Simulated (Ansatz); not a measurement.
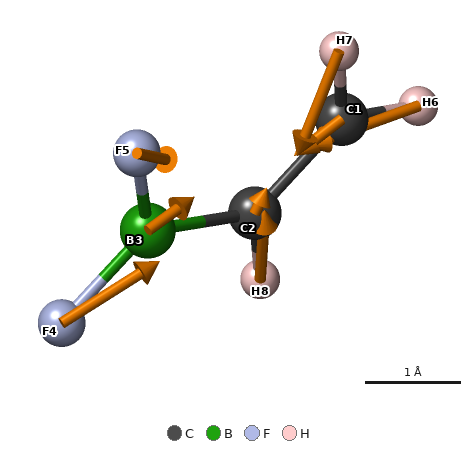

A relaxation of C₂H₃BF₂. The starting structure is drawn; orange arrows show the displacements, magnified 50 times. The two geometries are superimposed by the best rigid fit.

Style: ball-and-stick. Shown from a free direction.

The start comes from PBE-D4/def2-SVP.

Level of theory: RKS PBE0-D4/def2-TZVP (Ansatz 0.2.0).

The input:
```yaml
crystal:
  periodic: [false, false, false]
  atoms:
    - {symbol: C, position_ang: [-0.090092, 0.513874, 1.154881]}
    - {symbol: C, position_ang: [-0.502166, -0.203608, 0.087541]}
    - {symbol: B, position_ang: [0.395559, -0.391044, -1.166731]}
    - {symbol: F, position_ang: [-0.009522, -1.103846, -2.219271]}
    - {symbol: F, position_ang: [1.614366, 0.150113, -1.243763]}
    - {symbol: H, position_ang: [-0.718345, 0.656387, 2.050059]}
    - {symbol: H, position_ang: [0.905477, 0.990917, 1.171341]}
    - {symbol: H, position_ang: [-1.503077, -0.669891, 0.110043]}
basis:
  gaussian: {orbitals: def2-TZVP}
hamiltonian: {xc: pbe0, dispersion: d4}
relax: {f_tol: 0.005, max_steps: 150}
```

Question: What did the optimiser do to the structure, and how much energy did it gain?

Answer: The largest move after the best rigid fit is that of H6, 0.029 Å. By element the largest moves are H 0.029 Å, F 0.025 Å, B 0.014 Å, C 0.013 Å. Some distances before and after: C1–C2 1.350 → 1.332 Å, C1–H6 1.103 → 1.086 Å, B3–F5 1.336 → 1.323 Å, B3–F4 1.334 → 1.322 Å. The energy falls by 3.44 kJ/mol in 5 accepted moves (6 points after the start). Largest force component: 0.57 eV/Å at the start, 0.0018 eV/Å at the end. The line search rejected the trial step at point 2 of the run. The run took about 50 core-seconds on a shared host.
